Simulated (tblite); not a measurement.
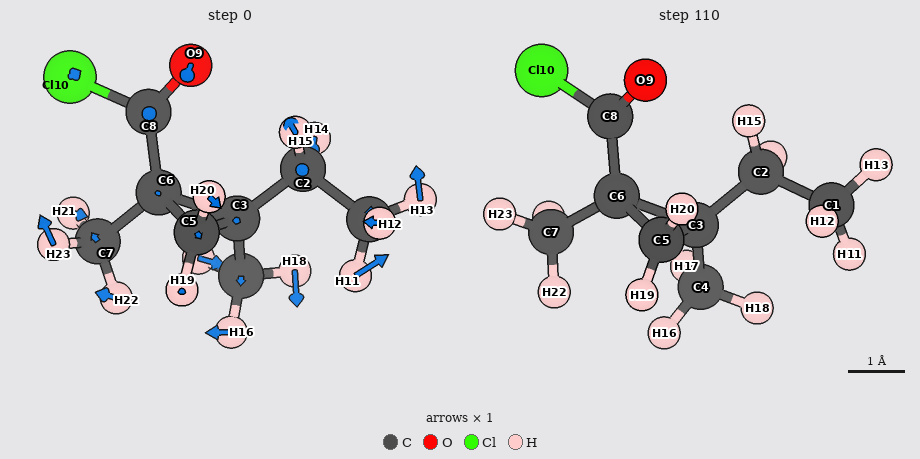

The structure of C8H13ClO before (left) and after (right) a relaxation, at one scale. The blue arrows give the displacements, at their true length.

A ball-and-stick model, seen at a tilt.

The calculation used GFN2-xTB geometry optimisation, gas phase (tblite 0.8.0). 

What changed between the two?

Over 110 geometry steps the energy falls by 101.0 kJ/mol. The atom that moves furthest after the best rigid fit is H18 (0.86 Å). By element the largest moves are H 0.86 Å, O 0.76 Å, C 0.40 Å, Cl 0.34 Å. Some distances before and after: C3–C6 1.501 → 1.550 Å, C7–H23 1.136 → 1.088 Å, C1–H12 1.129 → 1.087 Å, C5–H20 1.119 → 1.080 Å. Bond angles that change, for instance: C5–C6–C8 124.5° → 114.9°, C5–C6–C7 111.4° → 119.4°, H21–C7–H22 115.9° → 108.6°. Groups turn about C1–C2 by about 40°, C3–C4 by about 40°, C6–C7 by about 35°. Cost: 1.2 s on 1 thread of Arm Neoverse V1, with other jobs on the host.
